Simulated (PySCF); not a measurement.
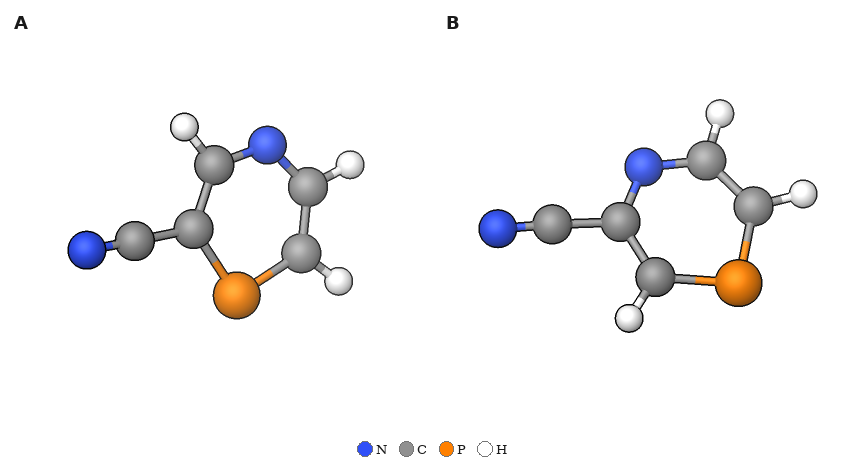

2 stationary structures of one formula. Geometries: GFN2-xTB. Electronic energies: PBE0/pcSseg-1 (PySCF 2.14.0), without zero-point energy. No frequency run is at hand to confirm each as a minimum.

Question: How are they related?

Answer: They are constitutional isomers of C5H3N2P: A `N#Cc1cnccp1`, B `N#Cc1cpccn1`.

Question: Rank them by energy, lowest first.

Answer: A is lowest; B lies 2.0 kcal/mol above it.

The geometry is semi-empirical. Around P such bond lengths and angles can be off by a tenth of an ångström or more and by several degrees, and values that hang on the shape move with them.
